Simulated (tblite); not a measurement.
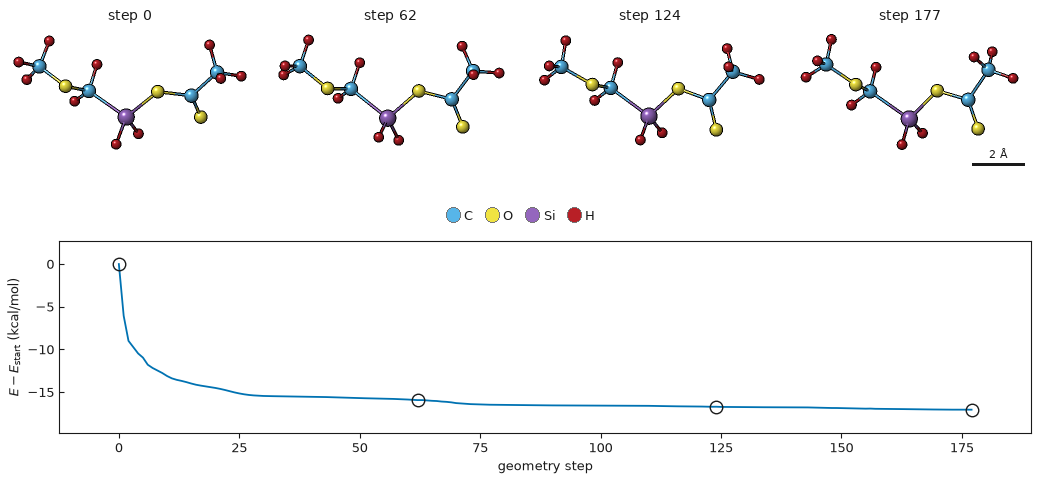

Frames of a relaxation of C4H10O3Si, marked on the history of the run. A ball-and-stick model, seen at a tilt.

The calculation used tblite, GFN2-xTB geometry optimisation, gas phase. 

### What happens along the run?

After 177 geometry steps the energy has fallen by 17.0 kcal/mol. An H atom moves most after the best rigid fit: 1.36 Å. Largest moves by element: H 1.36 Å, O 1.12 Å, Si 0.54 Å, C 0.46 Å. Among the contacts that change: O–Si 1.741 → 1.657 Å, C–O 1.389 → 1.331 Å, C–O 1.256 → 1.200 Å, C–Si 1.850 → 1.901 Å. Among the angles between lasting bonds that change: C–Si–O 110.8° → 102.4°, O–C–Si 113.5° → 106.0°, C–O–C 107.3° → 113.3°. Groups turn about O–Si by about 50°. From step 0 to 62: an O atom moves most (0.69 Å), energy −15.9 kcal/mol. From step 62 to 124: an O atom moves most (0.55 Å), energy −0.77 kcal/mol. From step 124 to 177: an H atom moves most (0.70 Å), energy −0.35 kcal/mol.
